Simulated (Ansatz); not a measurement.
The boundary is one mirror-built cell; no search for the lowest one was made.

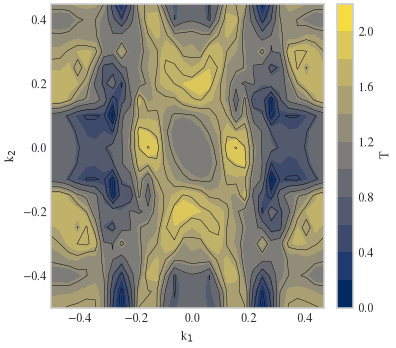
Transmission at the Fermi level over the two-dimensional zone; PBE in Ansatz (a quantum-chemistry and plane-wave program)

The map is at the Fermi level alone, on a potential converged at a Fermi-Dirac width of 0.05 eV. Resistances leave out the leads' Sharvin resistance. Spin-orbit coupling is left out.

**Question.** The junction is: Σ3 (112) symmetric tilt boundary in bcc Nb, with one O atom a cell (13.4 Å²) in the boundary. What is its mean over the zone, and how much of the current passes where both |k₁| and |k₂| are under 0.15?

**Answer.** The mean is 1.2 a cell and spin; 10 % of the sum lies near the centre.
